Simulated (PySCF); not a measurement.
**[Nd(PH3)]2+: shape, vibrations and bonding**

Aim: find the relaxed shape of [Nd(PH3)]2+, test it by its vibrations, and read charges and levels. The species was built from a template and needn't be a known compound.

The runs use PySCF 2.14.0; PBE0, Nd lcecp-0-SVP with ECP50, P def2-SVP, H def2-SVP; scalar-relativistic core potentials, no spin–orbit coupling.

1 further run of the same task is left out (for a known fault of the program).

## 1. Where the work starts

5 atoms, charge 2, spin multiplicity 1.

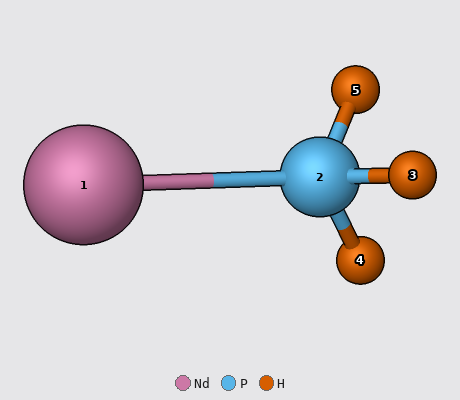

As it starts; neodymium pink, phosphorus blue, hydrogen orange; atoms are numbered from 1 in the order of the file.

As a file:

```xyz
5

Nd    0.0000    0.0000    0.0000
P     0.0000    0.0000    3.1225
H     1.2100    0.0000    3.8657
H    -0.6050    1.0479    3.8657
H    -0.6050   -1.0479    3.8657
```

Formal oxidation states: Nd +2. Each metal's 4 4f electrons lie in its core potential, so multiplicities, spins and levels count the valence alone.

## 2. SCF at the start, singlet

The input, run.py (the lines that set the calculation):

```python
mol = gto.M(atom='''
Nd     0.00000     0.00000     0.00000
P      0.00000     0.00000     3.12250
H      1.21000     0.00000     3.86570
H     -0.60500     1.04790     3.86570
H     -0.60500    -1.04790     3.86570''',
    basis={'Nd': 'lcecp-0-SVP', 'P': 'def2-SVP', 'H': 'def2-SVP'},
    ecp={'Nd': 'lcecp-0-SVP'},
    charge=2, spin=0)
mf = dft.RKS(mol, xc='PBE0')
mf.grids.atom_grid = (50, 194)  # f atoms: unpruned, at least (60, 302)
mf = mf.density_fit()  # fitting sets: Nd AutoAux, P def2-universal-JKFIT, H def2-universal-JKFIT
mf.conv_tol = 1e-08; mf.max_cycle = 55
mf.kernel(dm0)  # dm0: free metal ions and neutral atoms
```

Launch:

```sh
$ OMP_NUM_THREADS=2 python run.py
```

The log of the run:

```text
init E= -370.036318221198
cycle= 1 E= -370.083102667392  delta_E= -0.0468  |g|= 0.206  |ddm|= 1.74
cycle= 2 E= -370.091807399185  delta_E= -0.0087  |g|= 0.163  |ddm|= 0.461
cycle= 3 E= -370.101753364203  delta_E= -0.00995  |g|= 0.011  |ddm|= 0.199
cycle= 4 E= -370.101792209873  delta_E= -3.88e-05  |g|= 0.00408  |ddm|= 0.0251
cycle= 5 E= -370.101797902248  delta_E= -5.69e-06  |g|= 0.000314  |ddm|= 0.00651
cycle= 6 E= -370.101797942442  delta_E= -4.02e-08  |g|= 6.01e-05  |ddm|= 0.000578
cycle= 7 E= -370.101797943829  delta_E= -1.39e-09  |g|= 4.67e-06  |ddm|= 0.00012
Extra cycle  E= -370.101797943838  delta_E= -9.21e-12  |g|= 2.46e-06  |ddm|= 1.31e-05
converged SCF energy = -370.101797943838
```

It took 1.5 s on 2 threads of Arm Neoverse V2, shared host; peak memory 0.37 GiB.

Result: E = -370.101798 Eh, frontier levels not given, since the 4f levels lie in the core, Mulliken charge on Nd1 +1.68 e. 

## 3. Relaxation, singlet

Steps are kept in the start's point group, C3v.

The input, run.py (the lines that set the calculation):

```python
mol = gto.M(atom='''
Nd     0.00000     0.00000    -0.61626
P      0.00000     0.00000     2.50624
H      1.21001     0.00000     3.24944
H     -0.60500     1.04790     3.24944
H     -0.60501    -1.04789     3.24944''',
    basis={'Nd': 'lcecp-0-SVP', 'P': 'def2-SVP', 'H': 'def2-SVP'},
    ecp={'Nd': 'lcecp-0-SVP'},
    charge=2, spin=0)
mf = dft.RKS(mol, xc='PBE0')
mf.grids.atom_grid = (50, 194)  # f atoms: unpruned, at least (60, 302)
mf = mf.density_fit()  # fitting sets: Nd AutoAux, P def2-universal-JKFIT, H def2-universal-JKFIT
mf.conv_tol = 1e-08; mf.max_cycle = 55
mf.kernel(dm0)  # dm0: an SCF of this state at this start
# quasi-Newton relaxation in Cartesian coordinates to a largest gradient under 0.00045 Eh/bohr, steps kept in the point group
```

Launch:

```sh
$ OMP_NUM_THREADS=2 python run.py
```

The driver keeps no SCF log for this step, only its results.

Run time: 8.1 s. Hardware: 2 threads of Arm Neoverse V2, shared host.

Along the way:

| step | energy from step 1 (eV) | largest force component (eV/Å) |
| --- | --- | --- |
| 1 | 0.0000 | 1.0592 |
| 2 | -0.0591 | 0.5682 |
| 3 | -0.0686 | 0.1387 |
| 4 | -0.0692 | 0.0441 |
| 5 | -0.0694 | 0.0251 |
| 6 | -0.0695 | 0.0230 |
| 7 | -0.0696 | 0.0078 |

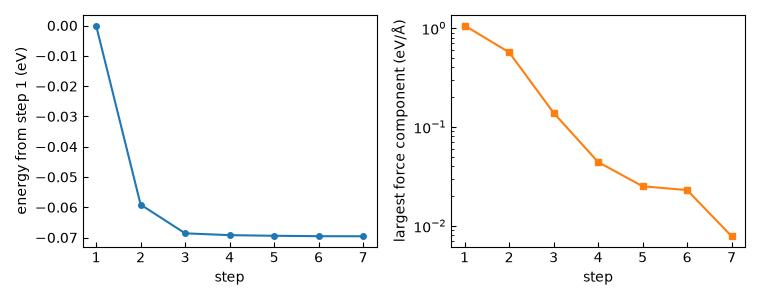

Energy and largest force along the relaxation.

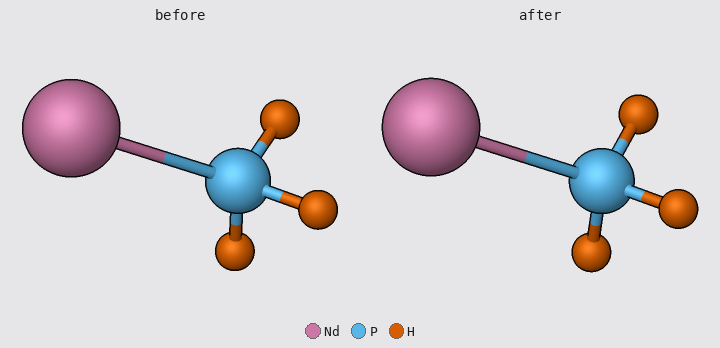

The geometry before (left) and after (right).

Close pairs (by a distance rule), those that changed most:

```
  bond  before (Å)  after (Å)  change (Å)
Nd1–P2       3.122      3.199      +0.077
 P2–H3       1.420      1.418      -0.002
 P2–H4       1.420      1.418      -0.002
 P2–H5       1.420      1.418      -0.002
```

It ends in C3v at E = -370.104355 Eh.

```
Nd    0.0000    0.0000   -0.6172
P     0.0000    0.0000    2.5821
H     1.2646    0.0000    3.2245
H    -0.6323    1.0952    3.2245
H    -0.6323   -1.0952    3.2245
```

## 4. The relaxed geometry turned into its symmetry frame

The input, run.py (the lines that set the calculation):

```python
mol = gto.M(atom='''
Nd     0.00000     0.00000    -0.62938
P      0.00000     0.00000     2.56996
H      1.26460     0.00000     3.21229
H     -0.63230     1.09518     3.21229
H     -0.63231    -1.09518     3.21229''',
    basis={'Nd': 'lcecp-0-SVP', 'P': 'def2-SVP', 'H': 'def2-SVP'},
    ecp={'Nd': 'lcecp-0-SVP'},
    charge=2, spin=0)
mf = dft.RKS(mol, xc='PBE0')
mf.grids.atom_grid = (50, 194)  # f atoms: unpruned, at least (60, 302)
mf = mf.density_fit()  # fitting sets: Nd AutoAux, P def2-universal-JKFIT, H def2-universal-JKFIT
mf.conv_tol = 1e-08; mf.max_cycle = 55
mf.kernel(dm0)  # dm0: free metal ions and neutral atoms
```

Launch:

```sh
$ OMP_NUM_THREADS=2 python run.py
```

The log of the run:

```text
init E= -370.033070433736
cycle= 1 E= -370.087299749778  delta_E= -0.0542  |g|= 0.197  |ddm|= 1.75
cycle= 2 E= -370.097108233974  delta_E= -0.00981  |g|= 0.14  |ddm|= 0.411
cycle= 3 E= -370.104309559169  delta_E= -0.0072  |g|= 0.011  |ddm|= 0.168
cycle= 4 E= -370.104348759696  delta_E= -3.92e-05  |g|= 0.00419  |ddm|= 0.0272
cycle= 5 E= -370.10435474341  delta_E= -5.98e-06  |g|= 0.000312  |ddm|= 0.00657
cycle= 6 E= -370.104354785116  delta_E= -4.17e-08  |g|= 6.28e-05  |ddm|= 0.000661
cycle= 7 E= -370.104354786689  delta_E= -1.57e-09  |g|= 4.83e-06  |ddm|= 0.000132
Extra cycle  E= -370.104354786706  delta_E= -1.66e-11  |g|= 2.06e-06  |ddm|= 1.72e-05
converged SCF energy = -370.104354786706
```

Wall time 0.5 s (2 threads of Arm Neoverse V2, shared host).

It gives: E = -370.104355 Eh, frontier levels not given, since the 4f levels lie in the core, Mulliken charge on Nd1 +1.66 e. 

## 5. Frequencies and infrared intensities

Changes to run.py (the lines that set the calculation) since step 4:

```diff
@@ -12,3 +12,4 @@
 mf = mf.density_fit()  # fitting sets: Nd AutoAux, P def2-universal-JKFIT, H def2-universal-JKFIT
-mf.conv_tol = 1e-08; mf.max_cycle = 55
-mf.kernel(dm0)  # dm0: free metal ions and neutral atoms
+mf.conv_tol = 1e-10; mf.max_cycle = 55
+mf.kernel(dm0)  # dm0: the density of the relaxed state
+# Hessian and dipole derivatives by central differences of gradients, 0.02 bohr
```

Launch:

```sh
$ OMP_NUM_THREADS=2 python run.py
```

The driver keeps no SCF log for this step, only its results.

It took 11 s on 2 threads of Arm Neoverse V2, shared host.

Point group C3v; negative numbers are unstable modes, and those under 60 cm⁻¹ are near the numerical noise:

```csv
cm⁻¹,km/mol,symmetry
169,6.4,a1
324,9.3,e
324,9.3,e
934,30.6,a1
1082,0.7,e
1082,0.7,e
2466,20.4,a1
2494,15.1,e
2494,15.1,e
```

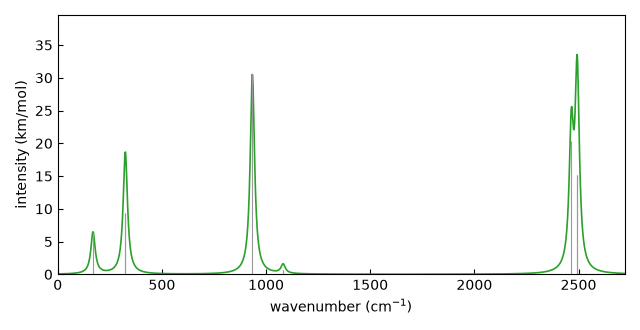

The infrared spectrum from the harmonic lines. Lines are broadened to a width of 25 cm⁻¹ (Lorentzian).

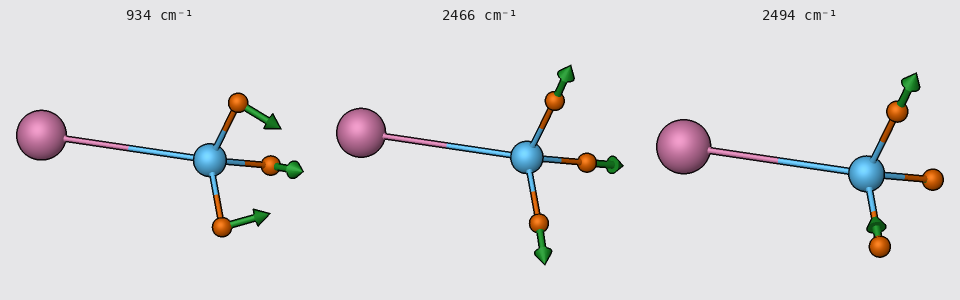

Displacements of 3 modes, as arrows.

## 6. Properties on a finer grid

The input, run.py (the lines that set the calculation):

```python
mol = gto.M(atom='''
Nd     0.00000     0.00000    -0.61721
P      0.00000     0.00000     2.58213
H      1.26460     0.00000     3.22446
H     -0.63230     1.09518     3.22446
H     -0.63231    -1.09518     3.22446''',
    basis={'Nd': 'lcecp-0-SVP', 'P': 'def2-SVP', 'H': 'def2-SVP'},
    ecp={'Nd': 'lcecp-0-SVP'},
    charge=2, spin=0)
mf = dft.RKS(mol, xc='PBE0')
mf.grids.atom_grid = (75, 302)  # f atoms: unpruned, at least (60, 302)
mf = mf.density_fit()  # fitting sets: Nd AutoAux, P def2-universal-JKFIT, H def2-universal-JKFIT
mf.conv_tol = 1e-09; mf.max_cycle = 55
mf.kernel(dm0)  # dm0: the density of the relaxed state
```

Launch:

```sh
$ OMP_NUM_THREADS=2 python run.py
```

The log of the run:

```text
init E= -370.104340287539
cycle= 1 E= -370.104340288913  delta_E= -1.37e-09  |g|= 6.84e-05  |ddm|= 0.000257
cycle= 2 E= -370.104340289395  delta_E= -4.82e-10  |g|= 5.71e-05  |ddm|= 0.00018
cycle= 3 E= -370.104340290488  delta_E= -1.09e-09  |g|= 5.94e-07  |ddm|= 8.35e-05
cycle= 4 E= -370.104340290489  delta_E= -9.09e-13  |g|= 1.92e-07  |ddm|= 1.13e-06
Extra cycle  E= -370.104340290488  delta_E= 1.19e-12  |g|= 1.13e-07  |ddm|= 4.75e-07
converged SCF energy = -370.104340290488
```

Wall time 3.6 s (2 threads of Arm Neoverse V2, shared host).

Result: E = -370.104340 Eh, frontier levels not given, since the 4f levels lie in the core, Mulliken charge on Nd1 +1.66 e, largest force component 0.007 eV/Å. 

Löwdin charges:

```
atom  value (e)
 Nd1       1.51
  P2       0.36
  H3       0.04
  H4       0.04
  H5       0.04
```

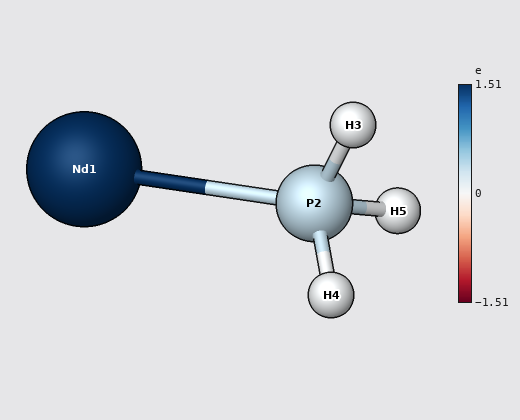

Löwdin charges, as colours on the atoms.

Mulliken charges: Nd1 +1.66, P2 -0.13, H3 +0.16, H4 +0.16, H5 +0.16 e.

Contacts (the nearest donor of each ligand) and Mayer bond orders:

| contact | distance (Å) | bond order |
| --- | --- | --- |
| Nd1–P2 (PH3) | 3.199 | 0.54 |

Mulliken populations of Nd1 outside the core potential: s 2.11, p 6.05, d 0.17, f 0.00.

## 7. What came out

| quantity | value |
| --- | --- |
| state and point group | singlet in the valence, C3v |
| modes | 169 to 2494 cm⁻¹, none unstable |
| strongest infrared band (modes within 1.5 cm⁻¹ summed) | 934 cm⁻¹ (31 km/mol) |
| zero-point energy | 0.705 eV |
| ideal gas, 298 K, 1 bar | S = 302.0, Cp = 59.1 J/(mol K) |
| metal–ligand contacts | 3.20 Å |
| frontier levels | frontier levels not given, since the 4f levels lie in the core |
| dipole about the centre of mass | 0.52 D |
| mean polarisability | 5.9 Å³ |

In words: All modes are real, so the structure is a minimum. The metal carries +1.51 e by Löwdin's partition against a formal +2, and bond orders to the nearest donors reach 0.54. Both measures hang on the basis. One start shape was tried, so another isomer may lie lower. These are double-zeta-type bases without diffuse functions. Spin–orbit coupling is left out.
